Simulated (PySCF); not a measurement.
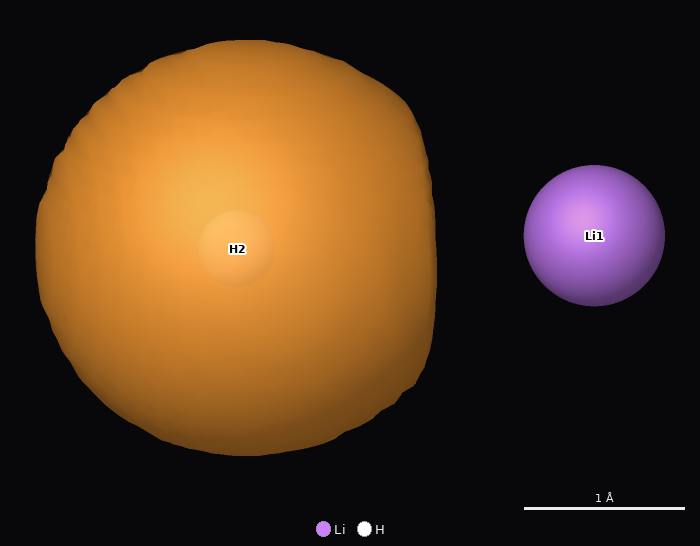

LiH (charge +1, doublet). Isosurface of the ELF at 0.85 (orange), seen from one side. Core shells and regions of very low density are left out.

These are results of PySCF 2.14.0, PBE0/def2-TZVP, non-relativistic Hamiltonian with scalar-relativistic core potentials where named, at a bond length of 2.272 Å, not measurements.

```tsv
atom	x (Å)	y (Å)	z (Å)
Li	0.0000	0.0000	-0.2854
H	0.0000	0.0000	1.9866
```

> What do the ELF domains correspond to?

The surface consists of one region around a hydrogen nucleus. Along the contacts the grid gives the following. Li–H (2.27 Å): the ELF climbs to about 1 towards the hydrogen.
